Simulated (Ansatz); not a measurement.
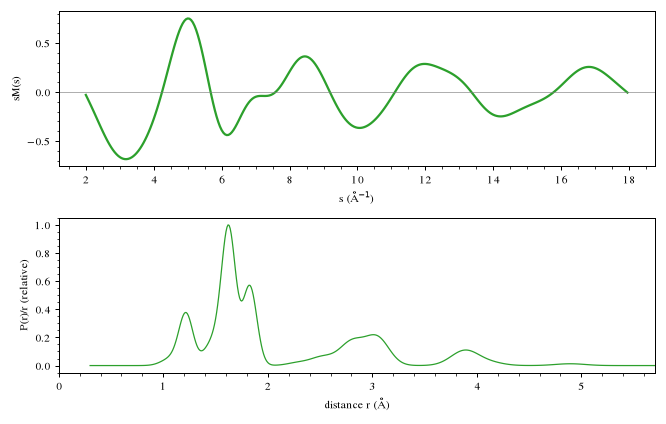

Simulated gas electron diffraction: reduced molecular intensity sM(s) from the Debye equation in the first Born approximation (top) and the radial distribution curve (bottom) of C2H3FSi. Each pair of atoms contributes with weight ZᵢZⱼ/r; damping constant 0.001 Å²; vibrational amplitudes assumed, not computed: 0.05 Å for bonds, 0.078 Å for bonds to H, 0.06 + 0.015 r up to 0.15 Å for other pairs. The geometry is the end point of an optimisation (Ansatz 0.2.0, RKS B3LYP-D4/def2-SVP); it may be a saddle point or a higher isomer.

> Read the positions of the first 5 clear peaks and name the main pairs (– for bonds).

Peak 1, 1.21 Å: C–H 1.08 Å, C–C 1.22 Å, not resolved
Peak 2, 1.62 Å: Si–H 1.48 Å (×2), Si–F 1.63 Å, not resolved
Peak 3, 1.82 Å: Si–C 1.83 Å
Peak 4, 3.01 Å: F···C 2.82 Å, Si···C 3.05 Å, not resolved; in its flanks C···H 2.29–2.72 Å, F···H 2.52 Å
Peak 5, 3.89 Å: C···H 3.81 Å (×2), F···C 3.90 Å, Si···H 4.12 Å, not resolved
